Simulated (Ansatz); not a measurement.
A series of calculations on GeSiH7

### Relaxation

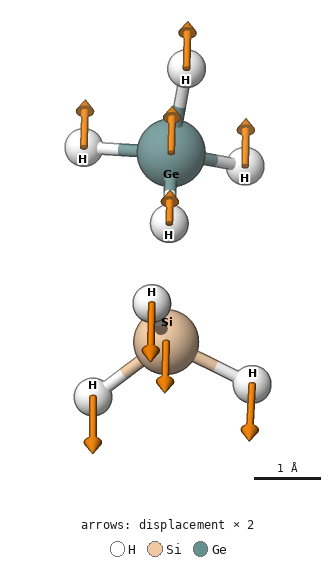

This is a relaxation of GeSiH7 (multiplicity 2) (started from a transition state, displaced along its imaginary mode). The starting structure is drawn; orange arrows show the displacements, 2 times their true length. The two geometries are superimposed by the best rigid fit.

The picture is a ball-and-stick view, seen from a free direction.

Level of theory: Ansatz 0.2.0, UKS PBE0-D4/def2-TZVP. Set-up: force threshold 0.005 eV/Å; at most 200 steps.

What happened in the run?

Answer. Over 6 geometry steps the energy falls by 0.322 eV. Largest force component: 3.2 eV/Å at the start, 0.0029 eV/Å at the end. The largest moves after the best rigid fit, 0.58 Å, are those of H atoms. By element the largest moves are H 0.58 Å, Si 0.52 Å, Ge 0.47 Å. Near-neighbour distances that change, for instance: Ge–H 1.407 → 1.537 Å, H–Si 1.480 → 1.486 Å. Bond angles that change, for instance: H–Si–H 113.3° → 111.2°. Cost: 14 s on 4 threads of Arm Neoverse V2, on a shared host.

Limits of the set-up: the start holds two separate molecules, 2.3 Å apart at their closest, whose relative position is a soft coordinate.

### Relaxation

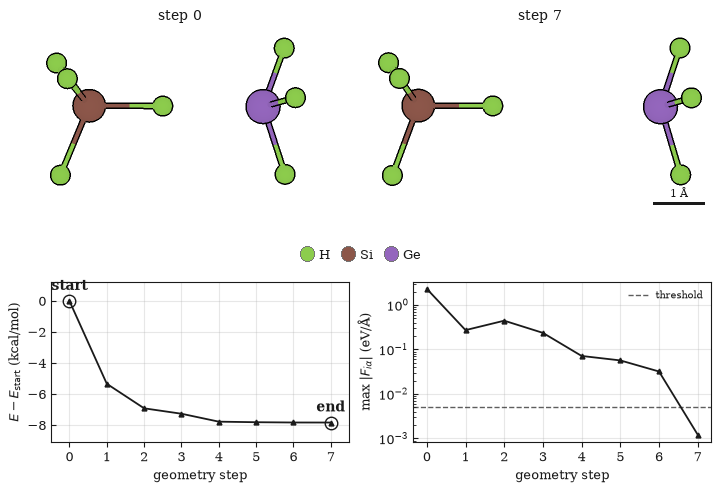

First and last geometry of a relaxation of GeSiH7 (multiplicity 2) (started from a transition state, displaced along its imaginary mode), with the history of the run. A ball-and-stick model, seen face on.

Method: Ansatz 0.2.0, UKS PBE0-D4/def2-TZVP. Settings: force threshold 0.005 eV/Å; at most 200 steps.

### Did the run converge, and what did it change?

It converged. After 7 geometry steps the energy has fallen by 7.83 kcal/mol. Largest force component: 2.3 eV/Å at the start, 0.0012 eV/Å at the end. The Ge atom moves most after the best rigid fit: 0.75 Å. By element the largest moves are Ge 0.75 Å, H 0.72 Å, Si 0.62 Å. Near-neighbour distances that change, for instance: Ge–Si 3.469 → 4.833 Å, Ge–H 2.000 → 3.347 Å, H–Si 1.468 → 1.486 Å, H–Si 1.499 → 1.485 Å. Among the angles between lasting bonds that change: H–Si–H 107.2° → 109.5°, H–Si–H 111.7° → 109.5°.

### Reaction

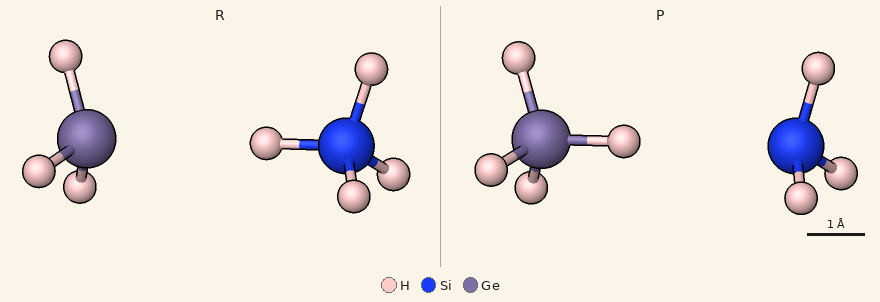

Reactant (R) and product (P) of one elementary step of GeSiH₇ (multiplicity 2). A ball-and-stick model, seen at a tilt.

Stationary points at PBE0-D4/def2-TZVP, single-point energies with PBE0-D4, PBE-D4, SPW92 (LDA) (def2-TZVPP where no basis is named; Ansatz 0.2.0). The energies are electronic, without zero-point or thermal terms, and both ends are the relaxed geometries reached downhill from the saddle, with any fragments still in contact.

What is the transition state like, and how high is the barrier?

Answer. Counted by bonded pieces, R holds GeH₃ + SiH₄ and P holds GeH₄ + SiH₃. From R over the saddle to P, a bond forms: Ge–H (3.35 → 1.70 → 1.54 Å). A bond breaks: H–Si (1.49 → 1.91 → 3.20 Å). The saddle has one imaginary mode, 574i cm⁻¹. The end R keeps a soft imaginary mode of 58i cm⁻¹, so it isn't quite a minimum. The end P keeps a soft imaginary mode of 57i cm⁻¹, so it isn't quite a minimum. With PBE0-D4 the barrier is 0.33 eV from R and 0.10 eV from P, and P lies 0.23 eV above R.

| level | barrier from R (eV) | barrier from P (eV) | P less R (eV) |
| --- | --- | --- | --- |
| PBE0-D4 | 0.33 | 0.10 | 0.23 |
| PBE-D4 | 0.21 | 0.00 | 0.21 |
| SPW92 (LDA) | 0.02 | −0.16 | 0.17 |

The saddle point in the same view, with dashed sticks for the bonds that form or break:

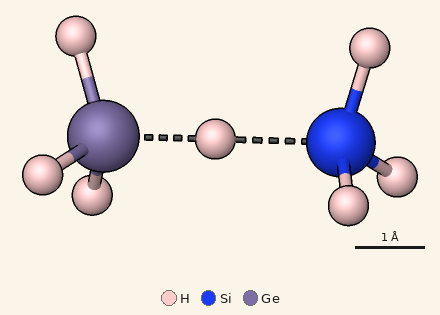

Limits of the set-up: the start holds two separate molecules, 3.3 Å apart at their closest, whose relative position is a soft coordinate.
